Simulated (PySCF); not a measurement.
# NaF: magnetic properties

Wanted: magnetic properties for NaF (`[F][Na]`).

Computed with PySCF 2.14.0 and routines of our own; the level stands in each step. Atoms count from 0.

## Step 1: The system as given

2 atoms, charge 0, multiplicity 1; geometry from: GFN2-xTB.

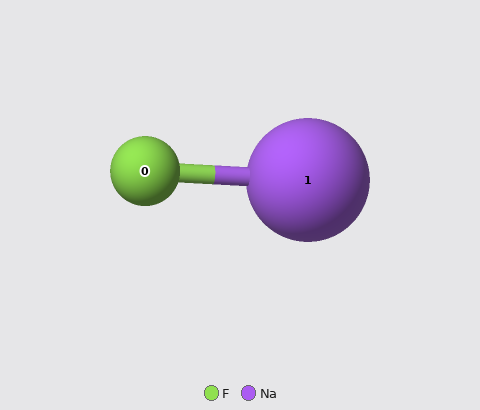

The starting geometry (fluorine green, sodium purple); sticks join atoms by distance alone.

## Step 2: Optimising the geometry at PBE0-D3(BJ)/def2-SVP

Job settings and geometry (Å):

```
{"job": {"xc": "PBE0", "basis": "def2-SVP", "d3": "d3bj", "grid": 1, "kind": "geom"}, "charge": 0, "multiplicity": 1}
F      0.876188    -0.002627    -0.003159
Na    -0.873431     0.003896    -0.010990
```

Started as:

```console
> OMP_NUM_THREADS=1 python excited_run.py task.json out
```

One launch serves the whole session: the jobs run in the order shown.

Log:

```text
step   0  E = -261.82135705  max force = 0.053915
step   1  E = -261.82695628  max force = 0.011434
step   2  E = -261.82752426  max force = 0.003093
step   3  E = -261.82755116  max force = 0.000443
step   4  E = -261.82755279  max force = 0.000016
optimisation converged
```

Wall time 1.1 s (1 thread of Arm Neoverse V2, shared host).

Along the way:

| step | energy from step 0 (eV) | largest force component (eV/Å) |
| --- | --- | --- |
| 0 | 0.0000 | 2.7724 |
| 1 | -0.1524 | 0.5880 |
| 2 | -0.1678 | 0.1590 |
| 3 | -0.1686 | 0.0228 |
| 4 | -0.1686 | 0.0008 |

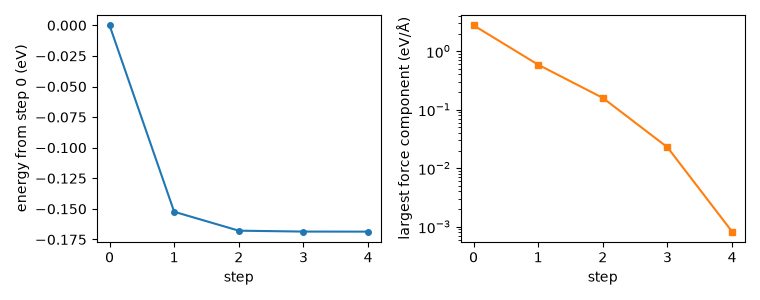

Energy and force, step by step.

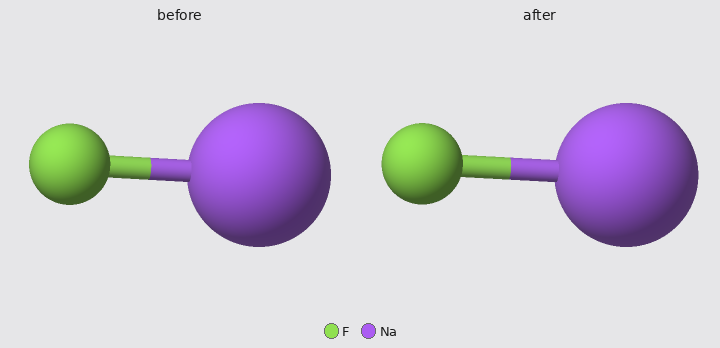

Before and after, at one scale.

The bond:

| bond | before (Å) | after (Å) | change (Å) |
| --- | --- | --- | --- |
| F0–Na1 | 1.750 | 1.886 | +0.136 |

The end geometry stands in the next job.

| at the end point | value |
| --- | --- |
| point group (found at 0.08 Å tolerance) | C∞v |
| rotational constants (GHz, main isotopes) | 13.660, 13.660 |
| dipole moment (D) | 7.31 |

## Step 3: Magnetic properties: GIAO B3LYP/aug-pcSseg-1

Job settings and geometry (Å):

```
{"job": {"kind": "mag", "xc": "B3LYP", "basis": "aug-pcSseg-1", "isotopologues": 4}, "charge": 0, "multiplicity": 1}
F      0.944298    -0.001402    -0.004622
Na    -0.941576     0.002682    -0.009527
```

Method: GIAO B3LYP/aug-pcSseg-1 magnetisability, rotational g tensor and spin-rotation constants, non-relativistic, gas phase.

Log:

```text
coarse grid: 2712 points
cycle   1  E = -262.0557556223  dE = -8.477e-02  |g| = 8.254e-01  |ddm| = 8.792e-01
cycle   2  E = -258.3944875610  dE =  3.661e+00  |g| = 3.832e+00  |ddm| = 2.056e+00
cycle   3  E = -262.1753754163  dE = -3.781e+00  |g| = 1.278e-01  |ddm| = 1.916e+00
cycle   4  E = -262.1769433664  dE = -1.568e-03  |g| = 6.424e-02  |ddm| = 1.143e-01
cycle   5  E = -262.1775613530  dE = -6.180e-04  |g| = 1.462e-02  |ddm| = 2.218e-02
cycle   6  E = -262.1775891496  dE = -2.780e-05  |g| = 4.114e-03  |ddm| = 4.672e-03
cycle   7  E = -262.1775917910  dE = -2.641e-06  |g| = 2.872e-04  |ddm| = 1.726e-03
final grid: 22920 points
cycle   8  E = -262.1916908126  dE = -1.551e-05  |g| = 2.848e-03  |ddm| = 8.555e-03
cycle   9  E = -262.1916887987  dE =  2.014e-06  |g| = 4.616e-03  |ddm| = 2.918e-03
cycle  10  E = -262.1916918881  dE = -3.089e-06  |g| = 6.775e-04  |ddm| = 2.101e-03
cycle  11  E = -262.1916919492  dE = -6.111e-08  |g| = 1.043e-04  |ddm| = 2.733e-04
cycle  12  E = -262.1916919505  dE = -1.346e-09  |g| = 1.260e-05  |ddm| = 4.515e-05
cycle  13  E = -262.1916919506  dE = -3.575e-11  |g| = 1.618e-06  |ddm| = 1.173e-05
converged SCF energy = -262.1916919506

Magnetisability tensor (1e-30 J/T^2)
     -304.39        0.02       -0.02
        0.02     -295.19        0.00
       -0.02        0.00     -295.19
isotropic -298.25   principal values    -304.39   -295.19   -295.19
isotropic susceptibility -17.961 1e-6 cm^3/mol

Inertial axes            a          b          c
rot. const./GHz           -    13.6604    13.6604
chi total           -18.331    -17.777    -17.777
chi diamagnetic     -18.331    -92.997    -92.997
chi paramagnetic      0.000     75.220     75.220
quadrupole/D A        0.028     -0.014     -0.014
g nuclear                 -     0.4793     0.4793
g electronic              -    -0.4827    -0.4827
g total                   -    -0.0034    -0.0034

Spin-rotation constants (kHz, H = +C I.J)
atom  isotope        aa         bb         cc
  0    19F            -      1.764      1.764
  1   23Na            -      1.813      1.813

Isotopologues: g along a, b, c
```

Run time: 0.99 s. Hardware: 1 thread of Arm Neoverse V2, shared host.

In short:

| quantity | value |
| --- | --- |
| magnetisability | -298·10⁻³⁰ J/T² |
| molar susceptibility | -18.0·10⁻⁶ cm³/mol |
| rotational g (a, b, c) | –, -0.0034, -0.0034 |

Orbitals, density, ELF and potential are computed afterwards from the orbital file.

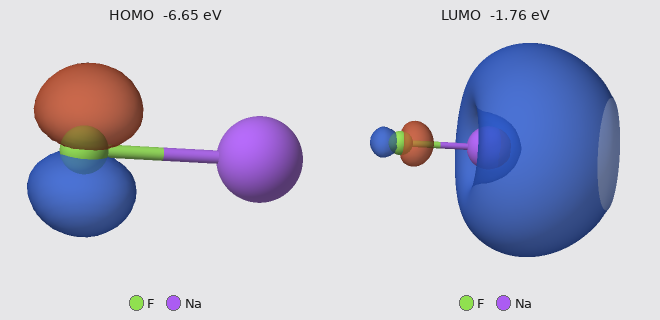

Frontier orbitals at B3LYP/aug-pcSseg-1; each surface holds 70 % of the orbital's density, blue and red mark the sign. The LUMO is diffuse and is cut off by the edge of the grid.

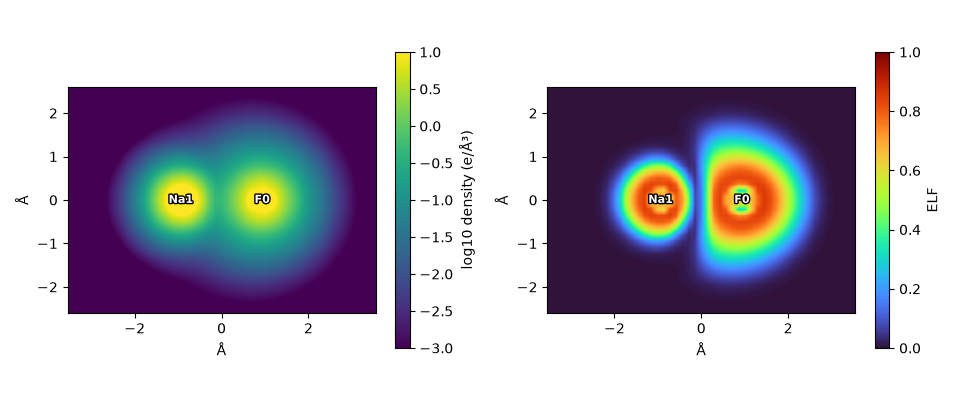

Density (left) and ELF (right) in a plane through or near 2 of the atoms.

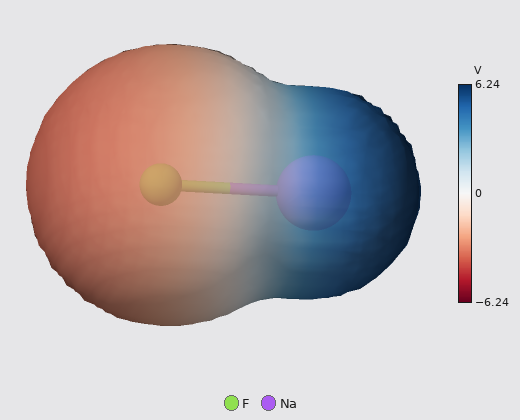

Electrostatic potential on the surface of density 0.002 e/bohr³; red is low, blue high. It runs, from the 1st to the 99th percentile, from -3.51 V near F0 to 6.24 V near Na1.

## Step 4: Magnetic properties: GIAO KT2/MINI, grid 3

Job settings and geometry (Å):

```
{"job": {"kind": "mag", "xc": "KT2", "basis": "MINI", "grid": 3}, "charge": 0, "multiplicity": 1}
F      0.944298    -0.001402    -0.004622
Na    -0.941576     0.002682    -0.009527
```

Method: GIAO KT2/MINI magnetisability, rotational g tensor and spin-rotation constants, non-relativistic, gas phase.

Log:

```text
coarse grid: 2712 points
cycle   1  E = -263.3331619841  dE = -1.741e-01  |g| = 1.203e-01  |ddm| = 1.272e+00
cycle   2  E = -262.6252287827  dE =  7.079e-01  |g| = 1.836e-02  |ddm| = 3.105e+00
cycle   3  E = -263.3229126710  dE = -6.977e-01  |g| = 1.363e-01  |ddm| = 3.084e+00
cycle   4  E = -263.3229635902  dE = -5.092e-05  |g| = 1.362e-01  |ddm| = 6.416e-04
cycle   5  E = -263.3231023614  dE = -1.388e-04  |g| = 1.358e-01  |ddm| = 1.735e-03
cycle   6  E = -263.3235635205  dE = -4.612e-04  |g| = 1.347e-01  |ddm| = 5.793e-03
cycle   7  E = -263.3246599344  dE = -1.096e-03  |g| = 1.322e-01  |ddm| = 1.400e-02
cycle   8  E = -263.3409577337  dE = -1.630e-02  |g| = 1.133e-01  |ddm| = 2.321e-01
cycle   9  E = -262.7443581379  dE =  5.966e-01  |g| = 4.759e-01  |ddm| = 2.921e+00
cycle  10  E = -263.4027633851  dE = -6.584e-01  |g| = 5.139e-02  |ddm| = 2.455e+00
cycle  11  E = -262.6252196964  dE =  7.775e-01  |g| = 1.840e-02  |ddm| = 3.136e+00
cycle  12  E = -263.3431026303  dE = -7.179e-01  |g| = 1.167e-01  |ddm| = 3.120e+00
cycle  13  E = -263.3444136826  dE = -1.311e-03  |g| = 1.167e-01  |ddm| = 1.956e-02
cycle  14  E = -263.3492542230  dE = -4.841e-03  |g| = 1.180e-01  |ddm| = 7.282e-02
cycle  15  E = -263.3461013467  dE =  3.153e-03  |g| = 1.173e-01  |ddm| = 4.691e-02
cycle  16  E = -263.3336366500  dE =  1.246e-02  |g| = 1.192e-01  |ddm| = 1.879e-01
cycle  17  E = -263.3522387142  dE = -1.860e-02  |g| = 1.190e-01  |ddm| = 2.779e-01
cycle  18  E = -263.3431140559  dE =  9.125e-03  |g| = 1.173e-01  |ddm| = 1.347e-01
cycle  19  E = -263.3284918263  dE =  1.462e-02  |g| = 1.246e-01  |ddm| = 2.192e-01
cycle  20  E = -263.3626087874  dE = -3.412e-02  |g| = 1.185e-01  |ddm| = 4.938e-01
cycle  21  E = -263.3624955421  dE =  1.132e-04  |g| = 1.191e-01  |ddm| = 2.771e-03
cycle  22  E = -263.3572547155  dE =  5.241e-03  |g| = 1.188e-01  |ddm| = 7.423e-02
cycle  23  E = -263.3558894492  dE =  1.365e-03  |g| = 1.195e-01  |ddm| = 1.808e-02
cycle  24  E = -263.3663816940  dE = -1.049e-02  |g| = 1.201e-01  |ddm| = 1.491e-01
cycle  25  E = -263.3676537987  dE = -1.272e-03  |g| = 1.192e-01  |ddm| = 1.696e-02
cycle  26  E = -263.3664030222  dE =  1.251e-03  |g| = 1.195e-01  |ddm| = 1.758e-02
cycle  27  E = -263.3947291855  dE = -2.833e-02  |g| = 8.622e-02  |ddm| = 4.284e-01
cycle  28  E = -263.4007298871  dE = -6.001e-03  |g| = 6.452e-02  |ddm| = 1.278e-01
cycle  29  E = -263.4060832878  dE = -5.353e-03  |g| = 1.788e-02  |ddm| = 3.239e-01
cycle  30  E = -263.4064115495  dE = -3.283e-04  |g| = 1.556e-03  |ddm| = 6.631e-02
final grid: 32368 points
cycle  31  E = -263.4135607436  dE =  1.030e-03  |g| = 3.251e-02  |ddm| = 1.196e-01
cycle  32  E = -263.3952833912  dE =  1.828e-02  |g| = 1.043e-01  |ddm| = 6.173e-01
cycle  33  E = -263.4121982873  dE = -1.691e-02  |g| = 5.009e-02  |ddm| = 6.685e-01
cycle  34  E = -263.4145949739  dE = -2.397e-03  |g| = 4.078e-03  |ddm| = 1.711e-01
cycle  35  E = -263.4146131179  dE = -1.814e-05  |g| = 6.309e-05  |ddm| = 1.448e-02
cycle  36  E = -263.4146131144  dE =  3.483e-09  |g| = 1.114e-04  |ddm| = 9.828e-04
cycle  37  E = -263.4146131277  dE = -1.332e-08  |g| = 8.226e-07  |ddm| = 3.799e-04
cycle  38  E = -263.4146131277  dE = -7.958e-13  |g| = 3.502e-08  |ddm| = 3.830e-06
converged SCF energy = -263.4146131277

Magnetisability tensor (1e-30 J/T^2)
     -339.97        0.03       -0.04
        0.03     -324.44        0.00
       -0.04        0.00     -324.44
isotropic -329.62   principal values    -339.97   -324.44   -324.44
isotropic susceptibility -19.850 1e-6 cm^3/mol

Inertial axes            a          b          c
rot. const./GHz           -    13.6604    13.6604
chi total           -20.473    -19.538    -19.538
chi diamagnetic     -20.473    -95.248    -95.248
chi paramagnetic      0.000     75.710     75.710
quadrupole/D A       -0.094      0.047      0.047
g nuclear                 -     0.4793     0.4793
g electronic              -    -0.4859    -0.4859
g total                   -    -0.0065    -0.0065

Spin-rotation constants (kHz, H = +C I.J)
atom  isotope        aa         bb         cc
  0    19F            -     83.503     83.503
  1   23Na            -     -0.104     -0.104
```

Run time: 0.57 s. Hardware: 1 thread of Arm Neoverse V2, shared host.

In short:

| quantity | value |
| --- | --- |
| magnetisability | -330·10⁻³⁰ J/T² |
| molar susceptibility | -19.9·10⁻⁶ cm³/mol |
| rotational g (a, b, c) | –, -0.0065, -0.0065 |

## Step 5: Magnetic properties: GIAO revPBE/def2-TZVP

Job settings and geometry (Å):

```
{"job": {"kind": "mag", "xc": "revPBE", "basis": "def2-TZVP", "scf": {"damp": 0.2, "aux": "def2-universal-jkfit"}}, "charge": 0, "multiplicity": 1}
F      0.944298    -0.001402    -0.004622
Na    -0.941576     0.002682    -0.009527
```

With the program's defaults for keys left out, this is: GIAO revPBE/def2-TZVP magnetisability, rotational g tensor and spin-rotation constants, non-relativistic, gas phase.

Log:

```text
damping 0.20 in the first 6 cycles
final grid: 22920 points
cycle   1  E = -261.9964892297  dE =  8.661e-03  |g| = 9.008e-01  |ddm| = 8.909e-01
cycle   2  E = -258.0242084076  dE =  3.972e+00  |g| = 3.987e+00  |ddm| = 2.365e+00
cycle   3  E = -259.5277884642  dE = -1.504e+00  |g| = 4.442e+00  |ddm| = 2.955e+00
cycle   4  E = -250.7349313122  dE =  8.793e+00  |g| = 3.937e+00  |ddm| = 3.657e+00
cycle   5  E = -257.7325951438  dE = -6.998e+00  |g| = 5.815e+00  |ddm| = 3.972e+00
cycle   6  E = -240.4905196889  dE =  1.724e+01  |g| = 3.076e+00  |ddm| = 1.150e+01
cycle   7  E = -213.0701048755  dE =  2.742e+01  |g| = 1.275e+01  |ddm| = 1.379e+01
cycle   8  E = -235.0655270007  dE = -2.200e+01  |g| = 1.337e+01  |ddm| = 4.369e+00
cycle   9  E = -252.0848287436  dE = -1.702e+01  |g| = 8.752e+00  |ddm| = 4.051e+00
cycle  10  E = -246.4710488842  dE =  5.614e+00  |g| = 9.390e+00  |ddm| = 3.729e+00
[... 3 cycles left out ...]
cycle  14  E = -258.2623284646  dE = -1.811e+00  |g| = 5.483e+00  |ddm| = 1.242e+00
cycle  15  E = -248.3905447450  dE =  9.872e+00  |g| = 4.440e+00  |ddm| = 4.226e+00
cycle  16  E = -261.1834132325  dE = -1.279e+01  |g| = 2.512e+00  |ddm| = 3.850e+00
cycle  17  E = -262.1257398630  dE = -9.423e-01  |g| = 3.017e-01  |ddm| = 1.023e+00
cycle  18  E = -262.1433668288  dE = -1.763e-02  |g| = 3.479e-02  |ddm| = 2.743e-01
cycle  19  E = -262.1435023349  dE = -1.355e-04  |g| = 1.404e-02  |ddm| = 3.085e-02
cycle  20  E = -262.1435432429  dE = -4.091e-05  |g| = 1.218e-03  |ddm| = 1.324e-02
cycle  21  E = -262.1435435468  dE = -3.039e-07  |g| = 1.870e-04  |ddm| = 1.255e-03
cycle  22  E = -262.1435435528  dE = -6.012e-09  |g| = 1.268e-05  |ddm| = 1.119e-04
cycle  23  E = -262.1435435528  dE = -3.547e-11  |g| = 1.188e-06  |ddm| = 1.191e-05
converged SCF energy = -262.1435435528

Magnetisability tensor (1e-30 J/T^2)
     -309.99        0.01       -0.01
        0.01     -307.57        0.00
       -0.01        0.00     -307.57
isotropic -308.38   principal values    -309.99   -307.57   -307.57
isotropic susceptibility -18.571 1e-6 cm^3/mol

Inertial axes            a          b          c
rot. const./GHz           -    13.6604    13.6604
chi total           -18.668    -18.523    -18.523
chi diamagnetic     -18.668    -93.148    -93.148
chi paramagnetic      0.000     74.625     74.625
quadrupole/D A        0.239     -0.120     -0.120
g nuclear                 -     0.4793     0.4793
g electronic              -    -0.4789    -0.4789
g total                   -     0.0004     0.0004

Spin-rotation constants (kHz, H = +C I.J)
atom  isotope        aa         bb         cc
  0    19F            -      7.166      7.166
  1   23Na            -      1.726      1.726
```

Run time: 1.8 s. Hardware: 1 thread of Arm Neoverse V2, shared host.

Key values:

| quantity | value |
| --- | --- |
| magnetisability | -308·10⁻³⁰ J/T² |
| molar susceptibility | -18.6·10⁻⁶ cm³/mol |
| rotational g (a, b, c) | –, 0.0004, 0.0004 |

## Step 6: Magnetic properties: GIAO KT2/6-311G**

Job settings and geometry (Å):

```
{"job": {"kind": "mag", "xc": "KT2", "basis": "6-311G**", "scf": {"conv": 1e-15, "max_cycle": 68}}, "charge": 0, "multiplicity": 1}
F      0.944298    -0.001402    -0.004622
Na    -0.941576     0.002682    -0.009527
```

With the program's defaults for keys left out, this is: GIAO KT2/6-311G** magnetisability, rotational g tensor and spin-rotation constants, non-relativistic, gas phase.

Log, cut to the lines that bear on the results:

```text
final grid: 22920 points
cycle   1  E = -265.0176905254  dE =  2.102e-02  |g| = 9.922e-01  |ddm| = 7.918e-01
cycle   2  E = -254.8760733764  dE =  1.014e+01  |g| = 3.447e+00  |ddm| = 2.826e+00
cycle   3  E = -265.1272518634  dE = -1.025e+01  |g| = 5.030e-01  |ddm| = 2.809e+00
cycle   4  E = -265.1846495003  dE = -5.740e-02  |g| = 1.461e-01  |ddm| = 5.107e-01
cycle   5  E = -265.1865284227  dE = -1.879e-03  |g| = 4.446e-02  |ddm| = 8.712e-02
cycle   6  E = -265.1867369961  dE = -2.086e-04  |g| = 1.312e-03  |ddm| = 2.425e-02
cycle   7  E = -265.1867372048  dE = -2.087e-07  |g| = 3.812e-04  |ddm| = 1.522e-03
cycle   8  E = -265.1867372332  dE = -2.838e-08  |g| = 8.202e-05  |ddm| = 3.498e-04
cycle   9  E = -265.1867372344  dE = -1.184e-09  |g| = 2.831e-05  |ddm| = 5.743e-05
cycle  10  E = -265.1867372345  dE = -1.204e-10  |g| = 1.040e-05  |ddm| = 1.219e-05
[... 5 cycles left out ...]
cycle  16  E = -265.1867372345  dE =  2.842e-13  |g| = 5.103e-09  |ddm| = 1.153e-09
cycle  17  E = -265.1867372345  dE = -1.137e-13  |g| = 4.330e-09  |ddm| = 7.024e-10
cycle  18  E = -265.1867372345  dE =  5.684e-13  |g| = 7.237e-09  |ddm| = 2.420e-09
cycle  19  E = -265.1867372345  dE = -6.821e-13  |g| = 4.843e-10  |ddm| = 5.921e-09
cycle  20  E = -265.1867372345  dE = -2.842e-13  |g| = 2.060e-08  |ddm| = 1.545e-08
cycle  21  E = -265.1867372345  dE =  8.527e-13  |g| = 1.247e-08  |ddm| = 5.886e-09
cycle  22  E = -265.1867372345  dE = -6.821e-13  |g| = 6.796e-10  |ddm| = 9.174e-09
cycle  23  E = -265.1867372345  dE =  2.274e-13  |g| = 3.405e-09  |ddm| = 2.472e-09
cycle  24  E = -265.1867372345  dE =  2.274e-13  |g| = 4.509e-09  |ddm| = 8.513e-10
cycle  25  E = -265.1867372345  dE =  0.000e+00  |g| = 4.780e-09  |ddm| = 2.321e-10
converged SCF energy = -265.1867372345

Magnetisability tensor (1e-30 J/T^2)
     -305.17       -0.01        0.01
       -0.01     -309.75       -0.00
        0.01       -0.00     -309.75
isotropic -308.22   principal values    -309.75   -309.75   -305.17
isotropic susceptibility -18.562 1e-6 cm^3/mol

Inertial axes            a          b          c
rot. const./GHz           -    13.6604    13.6604
chi total           -18.378    -18.654    -18.654
chi diamagnetic     -18.378    -92.547    -92.547
chi paramagnetic      0.000     73.893     73.893
quadrupole/D A        0.591     -0.295     -0.295
g nuclear                 -     0.4793     0.4793
g electronic              -    -0.4742    -0.4742
g total                   -     0.0051     0.0051

Spin-rotation constants (kHz, H = +C I.J)
atom  isotope        aa         bb         cc
  0    19F            -     10.621     10.621
  1   23Na            -      1.727      1.727
```

Wall time 1.3 s (1 thread of Arm Neoverse V2, shared host).

Despite a needlessly tight threshold, the SCF converged in 25 cycles.

Key values:

| quantity | value |
| --- | --- |
| magnetisability | -308·10⁻³⁰ J/T² |
| molar susceptibility | -18.6·10⁻⁶ cm³/mol |
| rotational g (a, b, c) | –, 0.0051, 0.0051 |

## Step 7: Magnetic properties side by side

| level | ξ (10⁻³⁰ J/T²) | g(a) | g(b) | gap (eV) | functions | time |
| --- | --- | --- | --- | --- | --- | --- |
| GIAO B3LYP/aug-pcSseg-1 | -298 | – | -0.0034 | 4.89 | 46 | 0.99 s |
| GIAO KT2/MINI, grid 3 | -330 | – | -0.0065 | 0.76 | 11 | 0.57 s |
| GIAO revPBE/def2-TZVP | -308 | – | 0.0004 | 2.84 | 63 | 1.8 s |
| GIAO KT2/6-311G** | -308 | – | 0.0051 | 2.83 | 44 | 1.3 s |

## Step 8: Results

| quantity | value |
| --- | --- |
| point group | C∞v |
| rotational constants (main isotopes) | 13.66, 13.66 GHz |
| magnetisability (step 3, GIAO B3LYP/aug-pcSseg-1) | -298·10⁻³⁰ J/T² |
| molar susceptibility (step 3, GIAO B3LYP/aug-pcSseg-1) | -18.0·10⁻⁶ cm³/mol |
| rotational g (a, b, c) (step 3, GIAO B3LYP/aug-pcSseg-1) | –, -0.0034, -0.0034 |
| surface potential, 1st and 99th percentile | -3.51 V and 6.24 V |
| magnetisability over the levels | -308 to -298·10⁻³⁰ J/T² |

What this shows: Relaxing lowered the energy by 0.169 eV in 4 steps; the close pair that moved most is F0–Na1, from 1.750 to 1.886 Å. In a run with a small gap the paramagnetic part is unsure. GIAO KT2/MINI, grid 3 has a minimal basis, so it is left out of the spread where two other levels stand. The magnetisability spreads by 3.3 % over 3 levels, from GIAO revPBE/def2-TZVP (1.8 s) to GIAO B3LYP/aug-pcSseg-1 (0.99 s); the runs took 0.99 s to 1.8 s. Vibrational averaging and real surroundings are missing from these values.
